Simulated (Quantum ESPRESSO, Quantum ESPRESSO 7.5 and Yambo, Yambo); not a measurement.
# BAs (F-43m): Bethe-Salpeter spectra with Yambo

Wanted: excitons and ε₂ of BAs (F-43m), with cost.

Calculated with Quantum ESPRESSO 7.5 and Yambo 5.3.0; PBE and many-body steps on it, plane waves.

### 1. The starting structure

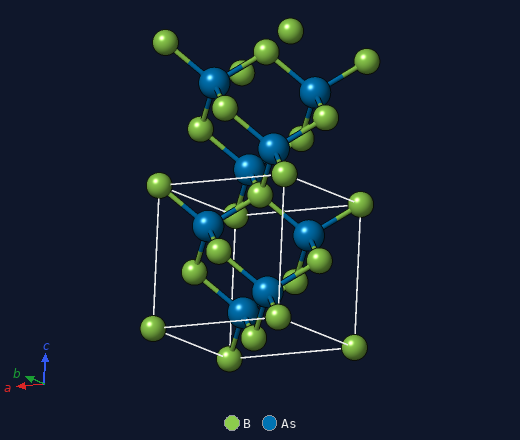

Start, viewed from a free direction; boron green, arsenic blue. 1×1×2 cells are drawn. This picture shows the conventional cell, with its axes. Bonds to atoms that aren't drawn are left out. Some periodic images of atoms are drawn too.

The cell and positions come from the Crystallography Open Database and are kept as given unless a step says otherwise.

### 2. Empty states on the mesh, 6×6×6 mesh, 70 bands

This step: Quantum ESPRESSO 7.5; DFT, PBE, plane waves, norm-conserving pseudopotentials.

The sums over transitions need many empty states on a uniform mesh; this step solves for them.

pw.in

```
&control
  calculation = 'nscf'
  prefix = 'x'
  outdir = 'o'
  pseudo_dir = 'pseudo'
/
&system
  ibrav = 0
  nat = 2
  ntyp = 2
  ecutwfc = 76.0
  nbnd = 70
  force_symmorphic = .true.
/
&electrons
  conv_thr = 1e-9
  electron_maxstep = 80
  diago_full_acc = .true.
  diago_thr_init = 5e-6
/
ATOMIC_SPECIES
  B 10.81 B.upf
  As 74.922 As.upf
CELL_PARAMETERS angstrom
  -0.0000000000 2.3885000000 2.3885000000
  2.3885000000 -0.0000000000 2.3885000000
  2.3885000000 2.3885000000 -0.0000000000
ATOMIC_POSITIONS crystal
  B 0.0000000000 0.0000000000 0.0000000000
  As 0.2500000000 0.2500000000 0.2500000000
K_POINTS automatic
  6 6 6 0 0 0
```

Run with:

```console
> OMP_NUM_THREADS=1 mpirun -n 4 pw.x -nk 4 -in pw.in > pw.out
```

Log:

```text
Program PWSCF v.7.5 starts

     This program is part of the open-source Quantum ESPRESSO suite
     for quantum simulation of materials; please cite
         "P. Giannozzi et al., J. Phys.:Condens. Matter 21 395502 (2009);
         "P. Giannozzi et al., J. Phys.:Condens. Matter 29 465901 (2017);
         "P. Giannozzi et al., J. Chem. Phys. 152 154105 (2020);
     in publications or presentations arising from this work. More details at

     Atomic positions and unit cell read from directory:
     o/x.save/

     Message from routine setup:
[...]
k = 0.2357 0.2357-0.2357 (  2030 PWs)   bands (ev):

[...]
76.4151  76.4151  78.0566  80.1541  80.1541  82.5165  83.7931  83.7931
    85.5414  86.7778  86.7778  87.4386  88.8971  90.1117  90.1117  90.6022
    90.6022  93.3101  93.3101  93.3146  97.0537  97.0538

          k =-0.3536-0.3536 0.3536 (  2060 PWs)   bands (ev):

     [... further k-points ...]

     highest occupied, lowest unoccupied level (ev):    11.3431   12.6372

     XML data file, pseudopotentials, collected wavefunctions

=------------------------------------------------------------------------------=
   JOB DONE.
=------------------------------------------------------------------------------=
```

It took 4.5 s on 4 MPI ranks of Arm Neoverse V1, shared host; peak memory 0.23 GiB; 18 s of CPU time.

This step gave:

```yaml
gap: 1.294 eV
k_of_the_valence_top: 0, 0, 0
k_of_the_conduction_bottom: 0, 0.3333, 0.3333
least_direct_gap: 3.292 eV
k_points_computed: 16
lowest_point_of_the_top_converged_band_above_the_valence_top: 85.7106 eV
```

On this mesh the gap is 1.294 eV.

The density comes from a self-consistent run that is not shown.

### 3. Conversion and set-up

This step: Yambo 5.3.0; conversion and set-up on PBE, plane waves, norm-conserving pseudopotentials.

The states are converted to the many-body program's format and the q mesh is built.

Run with:

```console
> (cd o/x.save; p2y > p2y.log; mv SAVE ../..); yambo > setup.log
```

Log:

```text
 Yambo, version 5.3.0

 [02] CORE Variables Setup
 =========================

  [02.01] Unit cells
  ==================

  Cell kind             :  FCC
  Atoms in the cell     :  B  As
  number of B  atoms    :  1
  number of As atoms    :  1

  List of atomic masses
  Mass of B     :  10.81000
  Mass of As    :  74.92200

  List of atomic coordinates    : [cc]
  B1       :  0.000000  0.000000  0.000000  order 1
  As1       :  2.256805  2.256805  2.256805  order 2

  Alat factors          :  4.513611  4.513611  4.513611 [a.u.]
  Direct lattice volume :  183.9087 [a.u.]
[...]
Q [ 1]         [rlu]:  0.000000  0.000000  0.000000
 Q [ 2]         [rlu]: -0.44040E-17 -0.44040E-17  0.16667
 Q [ 3]         [rlu]: -0.88081E-17 -0.88081E-17  0.33333
[...]
Q [ 8]         [rlu]: -0.63303E-17  0.16667     -0.33333
 Q [ 9]         [rlu]:  0.28747E-16  0.16667     -0.16667
 Q [10]         [rlu]: -0.18005E-16  0.33333      0.33333
     [... 4 further rows ...]
 Q [15]         [rlu]:  0.166667  0.333333 -0.333333
 Q [16]         [rlu]:  0.166667 -0.500000 -0.333333

  [03.01] X indexes
  =================

   [03.01.01] Sigma indexes
   ========================

 [06] Game Over & Game summary
```

Elapsed: 2.4 s, on 1 MPI rank; peak memory 0.24 GiB.

### 4. Screening and self-energy, 6×6×6 mesh, 70 bands, screening to 129.3 eV

Now the one-shot GW correction: screening in the RPA, then the self-energy of the levels asked for.

This step: G0W0 on PBE, plane waves, norm-conserving pseudopotentials.

gw1.in

```
HF_and_locXC
gw0
dyson
ppa
em1d
rim_cut
RandQpts= 1000000
RandGvec= 1 RL
EXXRLvcs= 76 Ry
VXCRLvcs= 304 Ry
Chimod= "HARTREE"
% BndsRnXp
 1 | 70 |
%
NGsBlkXp= 9.5 Ry
% LongDrXp
 1 | 1 | 1 |
%
% GbndRnge
 1 | 70 |
%
DysSolver= "n"
ExtendOut
PPAPntXp= 27.21138 eV
% QPkrange
 1 | 16 | 7 | 13 |
%
```

Run with:

```console
> OMP_NUM_THREADS=1 mpirun -n 4 yambo -F gw1.in -J gw1 -C gw1 > gw1.log
```

Log:

```text
 Yambo, version 5.3.0

 [02] CORE Variables Setup
 =========================

  [... cell, symmetries and grids as in the set-up ...]

  [02.05] Energies & Occupations
  ==============================

  [X] === General ===
  [X] Electronic Temperature                        :  0.000000  0.000000 [eV K]
  [X] Bosonic    Temperature                        :  0.000000  0.000000 [eV K]
  [X] Finite Temperature mode                       : no
  [X] El. density                                   :  0.66049E+24 [cm-3]
[...]
Sx RL components                                 :  2109

   QP @ state[ 1 ] K range                          :   1  16
   QP @ state[ 1 ] b range                          :   7  13
   GF energies kind                                 : Perdew, Burke & Ernzerhof(X)+Perdew, Burke & Ernzerhof(C)
   GF WF`s kind                                     : Perdew, Burke & Ernzerhof(X)+Perdew, Burke & Ernzerhof(C)
   Xs energies kind                                 : Perdew, Burke & Ernzerhof(X)+Perdew, Burke & Ernzerhof(C)
   Xs WF`s kind                                     : Perdew, Burke & Ernzerhof(X)+Perdew, Burke & Ernzerhof(C)

 [11] Game Over & Game summary
```

Run time: 7.7 min. Hardware: 4 MPI ranks; peak memory 1.5 GiB.

Numbers from this step:

```yaml
g0w0_gap_on_the_mesh: 2.146 eV
starting_gap_on_the_mesh: 1.294 eV
k_of_the_valence_top: 0, 0, 0
k_of_the_conduction_bottom: 0, 0.3333, 0.3333
least_direct_g0w0_gap_on_the_computed_points: 4.087 eV
```

The gap on the mesh goes from 1.29 eV to 2.15 eV, a correction of +0.85 eV.

The gap opens by 0.852 eV; the next steps shift the empty bands rigidly by 0.795 eV, the correction at the start's least direct gap.

### 5. Excitons

Optical absorption needs the electron-hole interaction, solved here in a basis of vertical transitions on the mesh.

This step: Bethe-Salpeter equation on PBE with a scissors shift, plane waves, norm-conserving pseudopotentials.

bse3.in

```
optics
bss
bse
em1s
dipoles
rim_cut
RandQpts= 1000000
RandGvec= 1 RL
Chimod= "HARTREE"
BSKmod= "SEX"
BSEmod= "resonant"
BSSmod= "d"
BSENGexx= 30 Ry
BSENGBlk= 6 Ry
% BSEQptR
 1 | 1 |
%
% BSEBands
 7 | 13 |
%
% BEnRange
 0 | 9 | eV
%
% BDmRange
 0.1 | 0.1 | eV
%
BEnSteps= 181
% BLongDir
 1 | 0 | 0 |
%
% BndsRnXs
 1 | 37 |
%
NGsBlkXs= 6 Ry
% LongDrXs
 1 | 1 | 1 |
%
% KfnQP_E
 0.795 | 1.0 | 1.0 |
%
WRbsWF
```

Run with:

```console
> OMP_NUM_THREADS=1 mpirun -n 4 yambo -F bse3.in -J bse3 -C bse3 > bse3.log
```

Log:

```text
 Yambo, version 5.3.0

 [02] CORE Variables Setup
 =========================

  [... cell, symmetries and grids as in the set-up ...]

  [02.05] Energies & Occupations
  ==============================

  [X] === General ===
  [X] Electronic Temperature                        :  0.000000  0.000000 [eV K]
  [X] Bosonic    Temperature                        :  0.000000  0.000000 [eV K]
  [X] Finite Temperature mode                       : no
  [X] El. density                                   :  0.66049E+24 [cm-3]
  [X] Fermi Level                                   :  11.34311 [eV]

  [X] === Gaps and Widths ===
  [X] Conduction Band Min                           :  1.294135 [eV]
  [X] Valence Band Max                              :  0.000000 [eV]
  [X] Filled Bands                                  :   9
  [X] Empty Bands                                   :   10   70
  [X] Direct Gap                                    :  3.292229 [eV]
  [X] Direct Gap localized at k                     :  1
  [X] Indirect Gap                                  :  1.294135 [eV]
  [X] Indirect Gap between kpts                     :   1  10
  [X] Last valence band width                       :  4.947480 [eV]
  [X] 1st conduction band width                     :  3.060953 [eV]

 [03] Transferred momenta grid and indexing
 ==========================================

 [BZ sampling] Q-grid is User defined and/or read from the database

 IBZ Q-points                                      :  16
 BZ  Q-points                                      :  216

 K/Q-points units:
 rlu = crystal or reduced units; cc = cartesian coordinates; iku = interal k-units

 Q [ 1]         [rlu]:  0.000000  0.000000  0.000000
 Q [ 2]         [rlu]: -0.44040E-17 -0.44040E-17  0.16667
 Q [ 3]         [rlu]: -0.88081E-17 -0.88081E-17  0.33333
 Q [ 4]         [rlu]: -0.63303E-17 -0.63303E-17 -0.50000
 Q [ 5]         [rlu]: -0.90023E-17  0.16667      0.16667
 Q [ 6]         [rlu]: -0.14373E-16  0.16667      0.33333
 Q [ 7]         [rlu]:  0.33135E-17  0.16667      0.50000
 Q [ 8]         [rlu]: -0.63303E-17  0.16667     -0.33333
 Q [ 9]         [rlu]:  0.28747E-16  0.16667     -0.16667
 Q [10]         [rlu]: -0.18005E-16  0.33333      0.33333
     [... 4 further rows ...]
 Q [15]         [rlu]:  0.166667  0.333333 -0.333333
 Q [16]         [rlu]:  0.166667 -0.500000 -0.333333

  [03.01] X + BSE indexes
  =======================

   [03.01.01] Sigma indexes
   ========================

 [04] Coloumb potential Random Integration (RIM)
 ===============================================

  [04.01] RIM initialization
  ==========================

  * Diagonal components only detected *

  8 x (sBL volume)        :  0.049954 [a.u.]
  sBZ random points       :  1000000
  Points outside the sBZ  :   7968281
  RL volume               :  1.348768 [a.u.]
  Integrated volume       :  1.354137 [a.u.]

  [04.02] RIM integrals
  =====================

  Gamma point sphere radius             :  0.066805 [a.u.]
  Points outside the sphere             :   800476
  [Int_sBZ(q=0) 1/q^2]*(Vol_sBZ)^(-1/3) =:  7.776341
                                 should be <:  7.795600

  Summary of Coulomb integrals for non-metallic bands |Q|[au] RIM/Bare

  Q [1] 0.100000E-4 0.997530 * Q [2] 0.200926 1.068930
  Q [5] 0.232009 1.068679 * Q [9] 0.328110 1.029814
  Q [6] 0.384743 1.023420 * Q [3] 0.401851 1.020719
  Q [10] 0.464018 1.017590 * Q [8] 0.505652 1.014476
  Q [14] 0.518788 1.014367 * Q [7] 0.568303 1.012582
  Q [11] 0.602777 1.011829 * Q [4] 0.602777 1.011206
  Q [12] 0.656220 1.010226 * Q [15] 0.686291 1.009617
  Q [13] 0.696026 1.009452 * Q [16] 0.733676 1.008801

 [WARNING] [Xs] User bands 1-37 break level degeneracy

 [05] External/Internal QP corrections
 =====================================

 [QP_apply] Action to be applied: USER defined scissor

  [05.01]  QP corrections report
  ==============================

  [K+QP] === General ===
  [K+QP] Electronic Temperature                     :  0.000000  0.000000 [eV K]
[...]
[K+QP] Filled Bands                               :   9
  [K+QP] Empty Bands                                :   10   70
  [K+QP] Direct Gap                                 :  4.087229 [eV]
  [K+QP] Direct Gap localized at k                  :  1
  [K+QP] Indirect Gap                               :  2.089135 [eV]
  [K+QP] Indirect Gap between kpts                  :   1  10
  [K+QP] Last valence band width                    :  4.947480 [eV]
  [K+QP] 1st conduction band width                  :  3.060953 [eV]

  [coarse-grid] Minimum Bare Gap        [ev]:  1.294135
  [coarse-grid] Minimum Gap Correction  [ev]:  0.795000

  Eqp @ K [ 1]
   -35.9148     -35.9148     -35.9148     -35.8953     -35.8953     -15.3971    -0.496399E-8 -0.406908E-8
    0.00000   4.08723   4.08723   4.08723   5.48264  10.40369  13.96354  13.96354
   15.27727  15.27727  15.27727  19.77007  30.59489  30.59489  30.59489  37.65075
  Eqp @ K [ 2]
  -35.91352 -35.91244 -35.91244 -35.89476 -35.89476 -14.94464  -2.95276  -0.67954
   -0.67954   4.10728   4.97468   4.97468   7.45814  11.82027  12.22618  12.22618
   14.51530  18.75795  18.75795  22.49197  27.86325  28.34714  28.34714  33.81485
  Eqp @ K [ 3]
[...]
Eqp @ K [ 4]
[...]
Eqp @ K [ 5]
[...]
Eqp @ K [ 6]
[...]
Eqp @ K [ 7]
[...]
Eqp @ K [ 8]
[...]
Eqp @ K [ 9]
[...]
-4.07248   2.24946   2.25376  12.18697  12.18697  13.68682  18.06273  18.85073
     [... 5 further rows ...]
   -4.94748   4.59592   4.80185   9.47852   9.71125  13.16817  16.50139  16.83536
   19.64043  23.67994  23.70894  24.07538  24.83371  26.06977  27.00849  30.11695

 [06] Dipoles
 ============

  [06.01] Setup: observables and procedures
  =========================================

  [WARNING] [r,Vnl^pseudo] included in position and velocity dipoles.

  [WARNING] In case H contains other non local terms, these are neglected

 [07] Static Dielectric Matrix
 =============================

 [WR./bse3//ndb.em1s]------------------------------------------------------------
  Brillouin Zone Q/K grids (IBZ/BZ)                :   16  216   16  216
  RL vectors                                       :  2733 [WF]
  Coulomb cutoff potential                         : none
  Electronic Temperature                           :  0.000000 [K]
  Bosonic    Temperature                           :  0.000000 [K]
  Static diel. fun.  energies                      : Perdew, Burke & Ernzerhof(X)+Perdew, Burke & Ernzerhof(C)
  wavefunctions                                    : Perdew, Burke & Ernzerhof(X)+Perdew, Burke & Ernzerhof(C)
  Global Gauge                                     : length
  X matrix size                                    :   65
  X band range                                     :    1   37
  X e/h energy range                               : -1.000000 -1.000000 [eV]
  X Time ordering                                  : T
  X Hxc Kernel                                     : HARTREE
  X Drude frequency                                :  0.000000  0.000000
  X poles                                          :  100.0000 [o/o]
  RL vectors in the sum                            :  2733
  [r,Vnl] included                                 : yes
  Field direction                                  :  0.577350E-5  0.577350E-5  0.577350E-5
  BZ energy Double Grid                            : no
  BZ energy DbGd points                            : 0
  BZ Q point size factor                           : -1.000000
  X Optical Averaged directions                    : none

 [08] Bethe Salpeter Equation driver
 ===================================

  [08.01] Bethe Salpeter Equation @q1
  ===================================

   [08.01.01] Transition pre-analysis @q1
   ======================================

   [08.01.02] Transition Groups build-up @q1
   =========================================

   [BSK] Transition groups (total):   32
   [BSK] Size (resonant):  2592
   [BSK]         (total):  2592
   [BSK] N. of matrices :  1

   [08.01.03] Loading Dipoles @q1
   ==============================

   [08.01.04] Independent Particles properties @q1
   ===============================================

   ==========================================================

   [BSE] Exchange components :   537
   [BSE] Correlation components :   65  283

    [08.01.05.01] Screened interaction header I/O
    =============================================

    [08.01.05.02] Main kernel loop
    ==============================

    [08.01.05.03] Wave-Function Phases
    ==================================

    [BSE] WF phases found       :  65.14137 [o/o]

   [08.01.06] BSE solver(s) @q1
   ============================

   [08.01.07] Diago Solver @q1
   ===========================

 [11] Game Over & Game summary
```

Wall time 85 s (4 MPI ranks); peak memory 1.6 GiB; 5.6 min of CPU time.

Numbers from this step:

```yaml
transitions_in_the_window: 2592
direct_gap_of_the_transition_levels: 4.087 eV
lowest_state: 3.891 eV
first_strong_exciton_over_a_fiftieth_of_the_strongest_listed: 3.895 eV
binding_of_the_lowest_state_below_the_direct_gap: 0.1958 eV
coulomb_term_of_one_mesh_cell: 0.2103 eV
```

The binding is 0.93 times the screened Coulomb term of one mesh cell (0.21 eV), so it is not shown settled.

The lowest state lies at 3.891 eV, 0.196 eV under the direct gap.

Lines within 3 meV are set at the lowest of them, and the highest group, which the list may cut short, is left out; lines within 3 meV are set at the lowest of them, and the highest group, which the list may cut short, is left out. Exciton lines, with heights relative to the strongest:

| position (eV) | lines merged | strength, relative |
| --- | --- | --- |
| 3.891 | 6 | 25 |
| 3.905 | 2 | 1.7 |
| 3.915 | 1 | 0.0 |
| 4.537 | 3 | 100 |
| 4.542 | 3 | 0.1 |
| 4.560 | 3 | 2.4 |
| 4.575 | 3 | 0.0 |

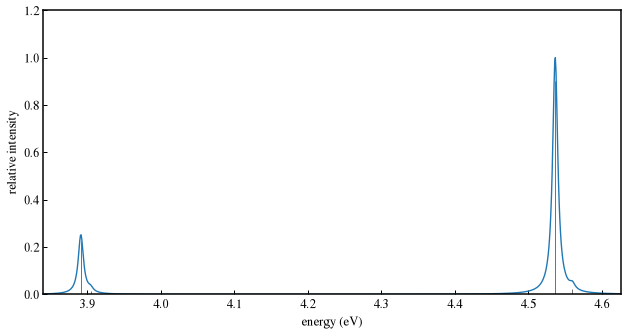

The exciton spectrum, broadened with Lorentzians of width 0.0085 eV; bars mark the lines.

The ε₂ has structure finer than the step of the table below, so its rows give means over 0.5 eV, whole bins alone (the curve runs from 0 to 9 eV). Peaks (eV: height): BSE 3.90: 14.4, 4.55: 51.7, 4.95: 38.0, 5.35: 39.6, 5.85: 57.7; no electron-hole interaction 4.80: 27.8, 5.65: 30.8, 6.30: 74.3.

Field along x; broadening 0.1 eV; transition window only. Limits: finite bands, cutoff and mesh; exchange with frozen shells missing; no spin-orbit coupling; exciton not shown settled in the k mesh. The ε₂ by photon energy; means over each step:

| photon energy (eV) | BSE | no electron-hole interaction |
| --- | --- | --- |
| 0.5 | 0.114 | 0.0877 |
| 1.0 | 0.144 | 0.107 |
| 1.5 | 0.189 | 0.135 |
| 2.0 | 0.259 | 0.177 |
| 2.5 | 0.385 | 0.245 |
| 3.0 | 0.668 | 0.373 |
| 3.5 | 2.08 | 0.746 |
| 4.0 | 8.62 | 4.42 |
| 4.5 | 27.0 | 7.84 |
| 5.0 | 26.3 | 17.5 |
| 5.5 | 29.4 | 22.0 |
| 6.0 | 36.3 | 28.5 |
| 6.5 | 4.95 | 36.5 |
| 7.0 | 6.76 | 8.10 |
| 7.5 | 4.05 | 7.60 |
| 8.0 | 3.54 | 4.40 |
| 8.5 | 4.25 | 5.67 |

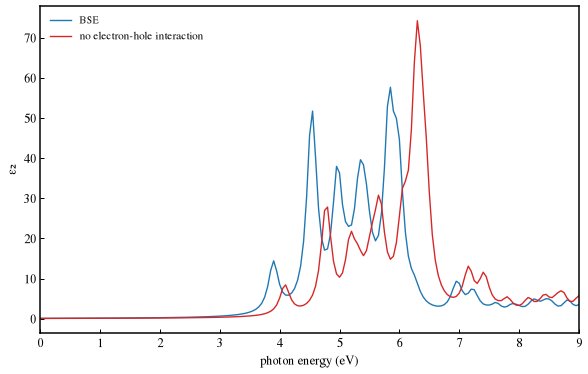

ε₂, plotted against photon energy.

[end of part 1 of 4]

[Paths, hosts, dates, memory and timing lines, banners, echoed tables and standing remarks are left out of the program output.]

[Logs are printed without paths, hosts, clocks, repeated set-up lines and the standing remarks that a program may print on its own settings, such as how far it seeks lower states.]

[Runs of the session that timed out or met a known fault of the program may be left out.]

[Hosts, paths, dates, database ids (printed as entryN), source tags and the programs' standing remarks are cut or masked in the printed files.]
